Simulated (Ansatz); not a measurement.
# C2H3FGe: ladder of methods at one geometry

How do the methods compare on C2H3FGe, in result and in cost? Aim: a ladder of methods at one geometry, for C2H3FGe, run from a script. SMILES: F[C]1=[CH][GeH2]1.

All numbers are computed with the Python package of Ansatz 0.2.0. The levels of theory stand in the script.

## Step 1: The structure

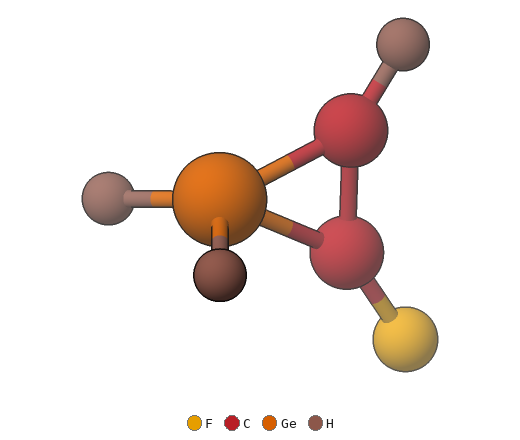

The starting structure, viewed from a chosen angle; fluorine amber, carbon red, germanium orange, hydrogen brown.

No structure file is read: the coordinates are typed or built in the script.

## Step 2: The script

c2h3fge.py

```python
'''One geometry of C2H3FGe, method by method.'''

import warnings

import ansatz as az

BASIS_SET = 'def2-SVP'


def main() -> None:
    warnings.simplefilter('ignore', az.DeckWarning)

    molecule = (
        az.Crystal.molecule()
        .atom('F', [-0.922, -2.0446, 0.5139])
        .atom('C', [-0.2584, -0.8825, 0.2261])
        .atom('C', [1.0278, -0.2604, 0.1085])
        .atom('Ge', [-0.2307, 0.8777, -0.2652])
        .atom('H', [2.1364, -0.3904, 0.1933])
        .atom('H', [-0.9268, 1.69, 0.9051])
        .atom('H', [-0.765, 0.9423, -1.7274])
    )

    model = molecule.calculation().basis(gaussian=BASIS_SET)

    methods = ['mp2', 'ccsd', 'ccsd_t']
    reports = [model.correlation(m).run(threads=1, pin='off').report for m in methods]
    print(f'Hartree-Fock reference {reports[0]["reference_energy_ev"] / 27.211386246:.6f} Ha')
    best = reports[-1]['free_energy_ev'] - reports[-1]['reference_energy_ev']
    for method, each in zip(methods, reports):
        gained = each['free_energy_ev'] - each['reference_energy_ev']
        print(f'{method:8s} total {each["free_energy_ev"] / 27.211386246:.6f} Ha  correlation {gained:9.4f} eV  ({100 * gained / best:.1f} % of the last)')


if __name__ == '__main__':
    main()
```

## Step 3: What the engine is handed

The package turns the script's settings into the engine's input (first run):

```yaml
crystal:
  periodic: [false, false, false]
  atoms:
    - { symbol: F, position_ang: [-0.922, -2.0446, 0.5139] }
    - { symbol: C, position_ang: [-0.2584, -0.8825, 0.2261] }
    - { symbol: C, position_ang: [1.0278, -0.2604, 0.1085] }
    - { symbol: Ge, position_ang: [-0.2307, 0.8777, -0.2652] }
    - { symbol: H, position_ang: [2.1364, -0.3904, 0.1933] }
    - { symbol: H, position_ang: [-0.9268, 1.69, 0.9051] }
    - { symbol: H, position_ang: [-0.765, 0.9423, -1.7274] }
basis:
  gaussian:
    orbitals: def2-SVP
correlation:
  method: mp2
```

## Step 4: The run

The run is started by

```sh
$ python c2h3fge.py
```

The log of the run:

```text
Hartree-Fock reference -2251.708575 Ha
mp2      total -2252.391238 Ha  correlation  -18.5762 eV  (94.3 % of the last)
ccsd     total -2252.407487 Ha  correlation  -19.0184 eV  (96.5 % of the last)
ccsd_t   total -2252.432618 Ha  correlation  -19.7022 eV  (100.0 % of the last)
```

Wall time 16 s (1 thread of Arm Neoverse V2, shared host); peak memory 0.36 GiB.

## Step 5: What changed from run to run

The engine's inputs for the other runs:

Run 2, against run 1:

```diff
@@ -15 +15 @@
-  method: mp2
+  method: ccsd
```

Run 3, against run 1:

```diff
@@ -15 +15 @@
-  method: mp2
+  method: ccsd_t
```

## Step 6: What each run gave

One row for each of the 3 runs:

```tsv
run	method	energy (eV)	iterations in all	CPU time (s)
1	mp2	-61290.6880	16	1.4
2	ccsd	-61291.1301	23	6.3
3	ccsd_t	-61291.8140	23	8.3
```

Correlation energies (total less mean field):

```tsv
method	correlation (eV)	share of the last	miss against the last (eV)	CPU time (s)
mp2	-18.576	94.3 %	+1.126	1.4
ccsd	-19.018	96.5 %	+0.684	6.3
ccsd_t	-19.702	100.0 %	+0.000	8.3
```

## Step 7: Outcome

| quantity | value |
| --- | --- |
| runs compared | 3 |
| correlation energy, last run | -19.702 eV |

mp2 catches 94 % of the correlation energy of ccsd_t. The dearest, run 3 (ccsd_t), took some 5.9 times as long as run 1 (mp2). What to keep in mind:
- The geometry is a force-field or estimated start, not a minimum of this method, and the basis set is short of its limit. A lower total doesn't mark the better method: functionals have no common bound, and MP2 and coupled cluster aren't variational.
- Inner cores stay frozen; a filled d shell under the valence of the heavier atoms is correlated with it.
